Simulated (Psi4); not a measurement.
# BeF2 (SMILES [F][Be][F]): a chain of runs

Wanted: a structure relaxation (wB97X-D/cc-pVDZ), then vibrational wavenumbers, then the energy (MP2/cc-pVTZ), then the vertical excitations (TD-wB97X-D/cc-pVDZ) of BeF2. 

The calculation is run with Psi4 1.11.

**1. The molecule**

BeF2: 3 atoms, total charge 0, spin state singlet. SMILES: `[F][Be][F]`. The shape comes from GFN2-xTB, which is rough for such elements, and wasn't checked as a minimum. The run starts from this shape.

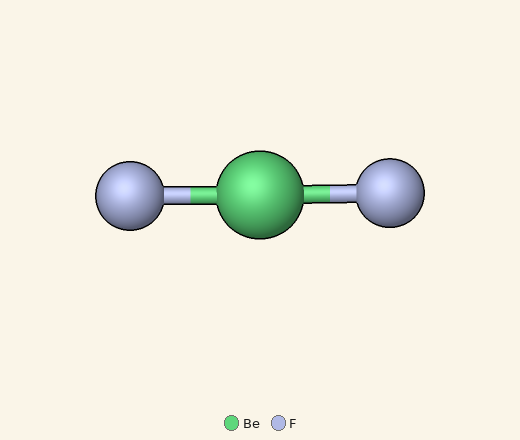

Viewed from a chosen angle; beryllium green, fluorine light blue.

**2. A structure relaxation at wB97X-D/cc-pVDZ (density fitting) (run 1)**

The input, job.py:

```python
import psi4

psi4.set_memory(1600000000)
psi4.set_num_threads(1)
psi4.set_output_file('output.dat', False)

geom = psi4.geometry("""
0 1
Be    -0.002860    -0.001640    -0.000220
F     -0.015000    -0.019520     1.368760
F      0.017860     0.021150    -1.368540
symmetry c1
""")

psi4.set_options(dict(geom_maxiter=60))

e_tot = psi4.optimize('wb97x-d/cc-pVDZ')
print('E =', round(e_tot, 9))
print(geom.to_string(dtype='xyz', units='Angstrom'))
for k, v in sorted(psi4.core.scalar_variables().items()):
    print(f'{k:45s} {v:18.10f}')
```

Run with:

```console
$ python job.py
```

output.dat:

```text
[...]
  Running in c1 symmetry.
[...]
  Nuclear repulsion =   43.489081223985380
[...]
  Multiplicity = 1
[...]
  Nalpha       = 11
  Nbeta        = 11
[...]
    Number of basis functions: 42
[...]
   @DF-RKS iter   1:  -214.39422305426552   -8.00283e-01   1.54637e-02 DIIS/ADIIS
[...]
   @DF-RKS iter   6:  -214.53805780470586   -6.82121e-13   6.14610e-09 DIIS
[...]
    Orbital Energies [Eh]
    ---------------------
    Doubly Occupied:
       1A    -24.806511     2A    -24.806484     3A     -4.205680
       4A     -1.268881     5A     -1.262823     6A     -0.558602
       7A     -0.552522     8A     -0.519226     9A     -0.519226
      10A     -0.496053    11A     -0.496053
[...]
  @DF-RKS Final Energy:  -214.53805780470586
   => Energetics <=
    Nuclear Repulsion Energy =             42.2163544330587470
    One-Electron Energy =                -382.9753978458428492
    Two-Electron Energy =                 143.0887778920263429
    DFT Exchange-Correlation Energy =     -16.8675958447542342
    Empirical Dispersion Energy =          -0.0001964391938890
    VV10 Nonlocal Energy =                  0.0000000000000000
    Total Energy =                       -214.5380578047058577
[...]
 Multipole Moments:
 ------------------------------------------------------------------------------------
     Multipole            Electronic (a.u.)      Nuclear  (a.u.)        Total (a.u.)
 ------------------------------------------------------------------------------------
 L = 1.  Multiply by 2.5417464519 to convert [e a0] to [Debye]
 Dipole X            :          0.0060511           -0.0009876            0.0050635
 Dipole Y            :         -0.0001225            0.0000196           -0.0001030
 Dipole Z            :         -0.0000000            0.0000000           -0.0000000
 Magnitude           :                                                    0.0050645
[...]
  -Total Gradient:
     Atom            X                  Y                   Z
    ------   -----------------  -----------------  -----------------
       1        0.000127215697    -0.000008421274    -0.000000000000
       2       -0.000063001593    -0.000053549986    -0.000000000000
       3       -0.000060931736     0.000062172095    -0.000000000000
[...]
    Final optimized geometry and variables:
    Molecular point group: c1
    Full point group: Cs
    Geometry (in Angstrom), charge = 0, multiplicity = 1:
    BE           0.001940804216    -0.000038485819    -0.000000000000
    F            0.024639050604     1.409959162132     0.000000000000
    F           -0.025559700763    -1.409940905795     0.000000000000
[...]
```

On the terminal:

```text
Optimizer: Optimization complete!
E = -214.538057805
3
0 1 BeF2
Be                    0.001940804216    -0.000038485819     0.000000000000
F                     0.024639050604     1.409959162132     0.000000000000
F                    -0.025559700763    -1.409940905795     0.000000000000

CURRENT ENERGY                                   -214.5380578047
CURRENT REFERENCE ENERGY                         -214.5380578047
DD SOLVATION ENERGY                                 0.0000000000
DFT FUNCTIONAL TOTAL ENERGY                      -214.5378613655
DFT TOTAL ENERGY                                 -214.5380578047
DFT VV10 ENERGY                                     0.0000000000
DFT XC ENERGY                                     -16.8675958448
DISPERSION CORRECTION ENERGY                       -0.0001964392
GRID ELECTRONS ALPHA                               11.0000093154
GRID ELECTRONS BETA                                11.0000093154
GRID ELECTRONS TOTAL                               22.0000186309
NUCLEAR REPULSION ENERGY                           42.2163544331
ONE-ELECTRON ENERGY                              -382.9753978458
OPTIMIZATION ITERATIONS                             4.0000000000
PCM POLARIZATION ENERGY                             0.0000000000
PE ENERGY                                           0.0000000000
SCF ITERATION ENERGY                             -214.5380578047
SCF ITERATIONS                                      6.0000000000
SCF TOTAL ENERGY                                 -214.5380578047
TWO-ELECTRON ENERGY                               143.0887778920
WB97X-D DISPERSION CORRECTION ENERGY               -0.0001964392
XC GRID RADIAL POINTS                              75.0000000000
XC GRID SPHERICAL POINTS                          302.0000000000
XC GRID TOTAL POINTS                            65692.0000000000
```

Wall time 20 s (1 thread of Intel Xeon Platinum 8175M at 2.50GHz (Skylake/Cascade Lake), shared host); peak memory 0.33 GiB.

Step by step:

| step | energy from the first frame kept (eV) | largest force (eV/Å) |
| --- | --- | --- |
| 0 | 0.0000 | 1.6159 |
| 1 | -0.0610 | 0.3361 |
| 2 | -0.0640 | 0.0324 |
| 3 | -0.0641 | 0.0066 |

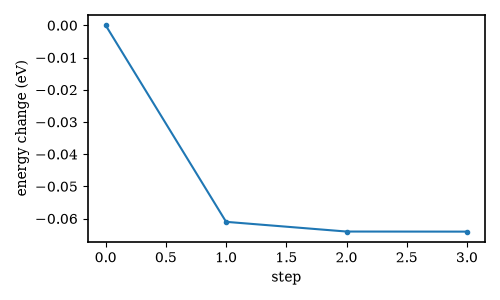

Energy along the run.

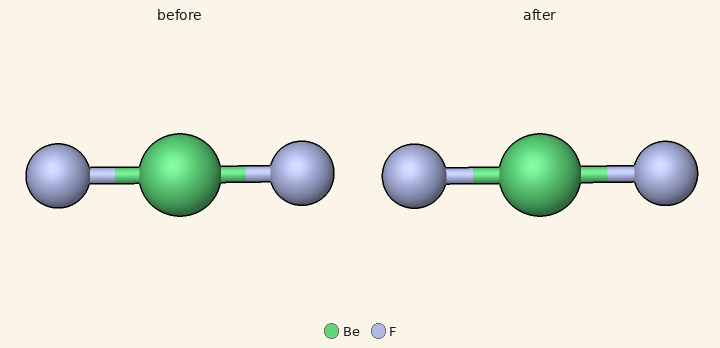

Before and after, at one scale.

After the run. Bond lengths: Be1–F2 1.410 Å, Be1–F3 1.410 Å. Angles: F2–Be1–F3 179.8°.

**3. The harmonic vibrations at wB97X-D/cc-pVDZ (density fitting) (run 2)**

The input, calc.py:

```python
import psi4

psi4.set_memory('1600 MB')
psi4.set_num_threads(1)
psi4.set_output_file('psi4.out', False)

mol = psi4.geometry("""
0 1
Be     0.000000     0.000000     0.000004
F      0.000000     0.000000    -1.410175
F      0.000000     0.000000     1.410171
symmetry c1
""")

psi4.set_options({
    'basis': 'cc-pVDZ',
    'reference': 'rks',
    't': 298.15,
    'rotational_symmetry_number': 2,
})

e = psi4.frequencies('wb97x-d')
print(f'wb97x-d energy: {e:.10f} Eh')
for k in ('ZPVE', 'ENTHALPY', 'GIBBS FREE ENERGY'):
    print(f'{k}: {psi4.variable(k):.8f} Eh')
for k, v in sorted(psi4.core.scalar_variables().items()):
    print(f'{k:45s} {v:18.10f}')
```

Run with:

```console
$ python calc.py
```

psi4.out:

```text
[...]
  Running in c1 symmetry.
[...]
  Nuclear repulsion =   42.216406214744403
[...]
  Multiplicity = 1
[...]
  Nalpha       = 11
  Nbeta        = 11
[...]
    Number of basis functions: 42
[...]
   @DF-RKS iter   1:  -214.39654334064096   -8.32332e-01   1.53412e-02 ADIIS/DIIS
[...]
   @DF-RKS iter  10:  -214.53805786167985   -1.42109e-12   2.47571e-09 DIIS
[...]
  @DF-RKS Final Energy:  -214.53805786167985
   => Energetics <=
    Nuclear Repulsion Energy =             42.2292602257627223
    One-Electron Energy =                -383.0000408028469110
    Two-Electron Energy =                 143.1007184751093462
    DFT Exchange-Correlation Energy =     -16.8677994499187172
    Empirical Dispersion Energy =          -0.0001963097862969
    VV10 Nonlocal Energy =                  0.0000000000000000
    Total Energy =                       -214.5380578616798459
[...]
 Multipole Moments:
 ------------------------------------------------------------------------------------
     Multipole            Electronic (a.u.)      Nuclear  (a.u.)        Total (a.u.)
 ------------------------------------------------------------------------------------
 L = 1.  Multiply by 2.5417464519 to convert [e a0] to [Debye]
 Dipole X            :          0.0000000            0.0000000            0.0000000
 Dipole Y            :         -0.0000000            0.0000000           -0.0000000
 Dipole Z            :          0.0000184           -0.0000025            0.0000159
 Magnitude           :                                                    0.0000159
[...]
  -Total Gradient:
     Atom            X                  Y                   Z
    ------   -----------------  -----------------  -----------------
       1        0.000000000000     0.000000000000     0.000007582838
       2       -0.000000000000     0.000000000000     0.000347852744
       3       -0.000000000000    -0.000000000000    -0.000355756609
[...]
  ==> Harmonic Vibrational Analysis <==
[...]
  Freq [cm^-1]                 318.2494            318.2494            707.7449
[...]
  IR activ [km/mol]            166.6631            166.6631             0.0000
[...]
  Freq [cm^-1]                1562.1238
[...]
  IR activ [km/mol]            264.1590
[...]
  Total E_0, Enthalpy at 0 [K]                                                         -214.53143691 [Eh]
[...]
  Total H, Enthalpy at  298.15 [K]                                                     -214.52722323 [Eh]
[...]
  Total G, Gibbs energy at  298.15 [K]                                                 -214.55316659 [Eh]
[...]
```

The script printed:

```text
Warning: used thermodynamics relations inappropriate for low-frequency modes: ['318.2494' '318.2494']
wb97x-d energy: -214.5380580974 Eh
ZPVE: 0.00662119 Eh
ENTHALPY: -214.52722323 Eh
GIBBS FREE ENERGY: -214.55316659 Eh
CURRENT ENERGY                                   -214.5380580974
CURRENT REFERENCE ENERGY                         -214.5380580974
DD SOLVATION ENERGY                                 0.0000000000
DFT FUNCTIONAL TOTAL ENERGY                      -214.5378616584
DFT TOTAL ENERGY                                 -214.5380580974
DFT VV10 ENERGY                                     0.0000000000
DFT XC ENERGY                                     -16.8675968899
DISPERSION CORRECTION ENERGY                       -0.0001964390
ENTHALPY                                         -214.5272232279
ENTHALPY CORRECTION                                 0.0108348696
FINDIF NUMBER                                      13.0000000000
GIBBS FREE ENERGY                                -214.5531665938
GIBBS FREE ENERGY CORRECTION                       -0.0151084964
GRID ELECTRONS ALPHA                               11.0000093234
GRID ELECTRONS BETA                                11.0000093234
GRID ELECTRONS TOTAL                               22.0000186467
NUCLEAR REPULSION ENERGY                           42.2164062147
ONE-ELECTRON ENERGY                              -382.9754901867
PCM POLARIZATION ENERGY                             0.0000000000
PE ENERGY                                           0.0000000000
SCF ITERATION ENERGY                             -214.5380580974
SCF ITERATIONS                                     10.0000000000
SCF TOTAL ENERGY                                 -214.5380580974
THERMAL ENERGY                                   -214.5281674124
THERMAL ENERGY CORRECTION                           0.0098906850
TWO-ELECTRON ENERGY                               143.0888192035
ZERO K ENTHALPY                                  -214.5314369051
ZPVE                                                0.0066211923
```

Run time: 65 s. Hardware: 1 thread of Intel Xeon Platinum 8175M at 2.50GHz (Skylake/Cascade Lake), shared host; peak memory 0.32 GiB.

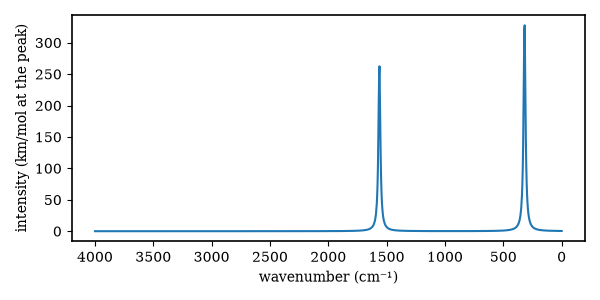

Harmonic infrared spectrum, unscaled, lines broadened by 10 cm⁻¹.

**4. The energy at MP2/cc-pVTZ (density fitting, density fitting for correlation) (run 3)**

The input, job.inp:

```
memory 1600 mb

molecule {
  0 1
  Be    -0.001077    -0.000620     0.000008
  F     -0.015919    -0.020375     1.409972
  F      0.017933     0.021521    -1.409860
}

set {
  freeze_core true
}

energy_value, wavefunction = energy('mp2/cc-pVTZ', return_wfn=True)
```

Run with:

```console
$ psi4 -i job.inp -o job.out -n 1
```

job.out:

```text
[...]
  Running in cs symmetry.
[...]
  Nuclear repulsion =   42.216361238265499
[...]
  Multiplicity = 1
[...]
  Nalpha       = 11
  Nbeta        = 11
[...]
    Number of basis functions: 90
[...]
   @DF-RHF iter   1:  -213.65912005447484   -1.19195e+00   8.48300e-03 ADIIS/DIIS
[...]
   @DF-RHF iter   9:  -213.76257101086480   -1.42109e-11   7.18259e-09 DIIS
[...]
    Orbital Energies [Eh]
    ---------------------
    Doubly Occupied:
       1Ap   -26.270607     2Ap   -26.270602     3Ap    -4.726421
       4Ap    -1.558126     5Ap    -1.551071     6Ap    -0.693618
       7Ap    -0.681870     1App   -0.645982     8Ap    -0.645982
       2App   -0.625087     9Ap    -0.625087
[...]
  @DF-RHF Final Energy:  -213.76257101086480
   => Energetics <=
    Nuclear Repulsion Energy =             42.2163612382654989
    One-Electron Energy =                -383.3689586181318418
    Two-Electron Energy =                 127.3900263690015322
    Total Energy =                       -213.7625710108648036
[...]
 Multipole Moments:
 ------------------------------------------------------------------------------------
     Multipole            Electronic (a.u.)      Nuclear  (a.u.)        Total (a.u.)
 ------------------------------------------------------------------------------------
 L = 1.  Multiply by 2.5417464519 to convert [e a0] to [Debye]
 Dipole X            :          0.0065715           -0.0009877            0.0055838
 Dipole Y            :         -0.0001370            0.0000197           -0.0001172
 Dipole Z            :          0.0000000            0.0000000            0.0000000
 Magnitude           :                                                    0.0055850
[...]
```

Run time: 3.9 s. Hardware: 1 thread of Intel Xeon Platinum 8175M at 2.50GHz (Skylake/Cascade Lake), shared host; peak memory 0.27 GiB.

**5. The excited states at TD-wB97X-D/cc-pVDZ (density fitting, save jk yes) (run 4)**

The input, job.py:

```python
import psi4

psi4.set_memory(1600000000)
psi4.set_num_threads(1)
psi4.core.set_output_file('psi4.out', False)

m = psi4.geometry("""
0 1
Be    -0.001077    -0.000620     0.000008
F     -0.015919    -0.020375     1.409972
F      0.017933     0.021521    -1.409860
units angstrom
""")

psi4.set_options({
    'basis': 'cc-pVDZ',
    'reference': 'rks',
    'save_jk': True,
})

from psi4.driver.procrouting.response.scf_response import tdscf_excitations
e, wfn = psi4.energy('wb97x-d', return_wfn=True)
states = tdscf_excitations(wfn, states=4, tda=False)
for k, s in enumerate(states, 1):
    print(f"root {k}: {s['EXCITATION ENERGY'] * 27.211386:.4f} eV  f = {s['OSCILLATOR STRENGTH (LEN)']:.4f}  {s['SYMMETRY']}")
print(f'wb97x-d energy: {e:.10f} Eh')
```

Run with:

```console
$ python job.py
```

psi4.out:

```text
[...]
  Running in cs symmetry.
[...]
  Nuclear repulsion =   42.216361238265499
[...]
  Multiplicity = 1
[...]
  Nalpha       = 11
  Nbeta        = 11
[...]
    Number of basis functions: 42
[...]
   @DF-RKS iter   1:  -214.39654294381549   -8.32333e-01   1.99415e-02 ADIIS/DIIS
[...]
   @DF-RKS iter   7:  -214.53805780445668   -1.01117e-08   3.56726e-07 DIIS
[...]
    Orbital Energies [Eh]
    ---------------------
    Doubly Occupied:
       1Ap   -24.806511     2Ap   -24.806484     3Ap    -4.205680
       4Ap    -1.268881     5Ap    -1.262824     6Ap    -0.558602
       7Ap    -0.552522     1App   -0.519226     8Ap    -0.519226
       2App   -0.496053     9Ap    -0.496053
[...]
  @DF-RKS Final Energy:  -214.53805780445668
   => Energetics <=
    Nuclear Repulsion Energy =             42.2163612382654989
    One-Electron Energy =                -382.9753678554479279
    Two-Electron Energy =                 143.0887364065588940
    DFT Exchange-Correlation Energy =     -16.8675911547076041
    Empirical Dispersion Energy =          -0.0001964391255401
    VV10 Nonlocal Energy =                  0.0000000000000000
    Total Energy =                       -214.5380578044566846
[...]
 Multipole Moments:
 ------------------------------------------------------------------------------------
     Multipole            Electronic (a.u.)      Nuclear  (a.u.)        Total (a.u.)
 ------------------------------------------------------------------------------------
 L = 1.  Multiply by 2.5417464519 to convert [e a0] to [Debye]
 Dipole X            :          0.0060518           -0.0009877            0.0050641
 Dipole Y            :         -0.0001214            0.0000197           -0.0001017
 Dipole Z            :          0.0000000            0.0000000            0.0000000
 Magnitude           :                                                    0.0050651
[...]
**********                               WARNING                                **********
**********       The names of excited state variables changed between 1.5       **********
[...]
**********                               WARNING                                **********
**********  Length-gauge rotatory strengths are **NOT** gauge-origin invariant  **********
[...]
                                    Excitation Energy         Total Energy        Oscillator Strength             Rotatory Strength
[...]
Excited State    1 (1 App):   0.34871 au   130.66 nm f = 0.0000
[...]
Excited State    2 (1 Ap):   0.34871 au   130.66 nm f = 0.0000
[...]
Excited State    3 (1 App):   0.37586 au   121.23 nm f = 0.1464
[...]
Excited State    4 (1 Ap):   0.37586 au   121.23 nm f = 0.1464
[...]
```

On the terminal:

```text
root 1: 9.4889 eV  f = 0.0000  App
root 2: 9.4889 eV  f = 0.0000  Ap
root 3: 10.2276 eV  f = 0.1464  App
root 4: 10.2276 eV  f = 0.1464  Ap
wb97x-d energy: -214.5380578045 Eh
```

Wall time 16 s (1 thread of Intel Xeon Platinum 8175M at 2.50GHz (Skylake/Cascade Lake), shared host); peak memory 0.29 GiB.

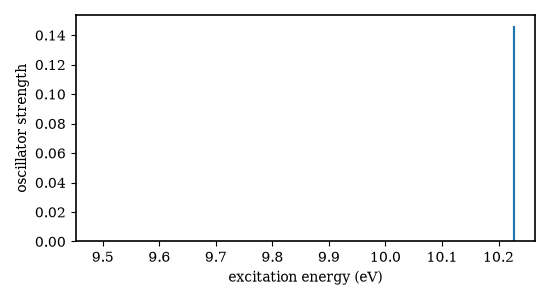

Vertical excitations as sticks.

The roots found:

| excited state | energy (eV) | strength | label |
| --- | --- | --- | --- |
| 1 | 9.489 | 0.0000 | App 1 |
| 2 | 9.489 | 0.0000 | Ap 1 |
| 3 | 10.228 | 0.1464 | App 1 |
| 4 | 10.228 | 0.1464 | Ap 1 |

**6. Summary of results**

| quantity | value |
| --- | --- |
| run 1, wB97X-D/cc-pVDZ: total energy at the end | -214.53806 Eh |
| run 1, wB97X-D/cc-pVDZ: dipole moment | 0.01 D |
| run 1, wB97X-D/cc-pVDZ: HOMO energy | -13.50 eV |
| run 1, wB97X-D/cc-pVDZ: LUMO energy | 1.43 eV |
| run 1, wB97X-D/cc-pVDZ: HOMO–LUMO gap | 14.93 eV |
| run 1, wB97X-D/cc-pVDZ: dispersion energy | -0.52 kJ/mol |
| run 2, wB97X-D/cc-pVDZ: dipole moment | 0.00 D |
| run 2, wB97X-D/cc-pVDZ: lowest harmonic wavenumber | 318 cm⁻¹ |
| run 2, wB97X-D/cc-pVDZ: highest harmonic wavenumber | 1562 cm⁻¹ |
| run 2, wB97X-D/cc-pVDZ: zero-point energy | 17.4 kJ/mol |
| run 2, wB97X-D/cc-pVDZ: ideal-gas entropy at 298.15 K (symmetry number 2 as used) | 54.6 cal/(mol K) |
| run 3, MP2/cc-pVTZ: total energy | -214.31905 Eh |
| run 3, MP2/cc-pVTZ: HOMO energy (Hartree–Fock orbitals) | -17.01 eV |
| run 3, MP2/cc-pVTZ: LUMO energy (Hartree–Fock orbitals) | 1.64 eV |
| run 3, MP2/cc-pVTZ: HOMO–LUMO gap (Hartree–Fock orbitals) | 18.65 eV |
| run 3, MP2/cc-pVTZ: correlation energy (3 core orbitals frozen) | -556.5 mEh |
| run 4, TD-wB97X-D/cc-pVDZ: ground-state or mean-field energy | -214.53806 Eh |
| run 4, TD-wB97X-D/cc-pVDZ: dipole moment (wB97X-D Kohn–Sham density) | 0.01 D |
| run 4, TD-wB97X-D/cc-pVDZ: HOMO energy (wB97X-D Kohn–Sham orbitals) | -13.50 eV |
| run 4, TD-wB97X-D/cc-pVDZ: LUMO energy (wB97X-D Kohn–Sham orbitals) | 1.43 eV |
| run 4, TD-wB97X-D/cc-pVDZ: HOMO–LUMO gap (wB97X-D Kohn–Sham orbitals) | 14.93 eV |
| run 4, TD-wB97X-D/cc-pVDZ: dispersion energy | -0.52 kJ/mol |
| run 4, TD-wB97X-D/cc-pVDZ: lowest excitation energy | 9.49 eV |

In words: The optimisation (run 1, wB97X-D/cc-pVDZ) took 4 steps and changed the energy by -0.064 eV. All 4 modes (run 2, wB97X-D/cc-pVDZ) are real, so the shape is a minimum at this level. The brightest of the 4 transitions from the ground state lies at 10.23 eV (121 nm, f = 0.293, degenerate roots summed); the lowest, at 9.49 eV, has f = 0.000. The basis has no diffuse functions, so Rydberg states are missing or pushed up, and the true lowest state may lie lower.
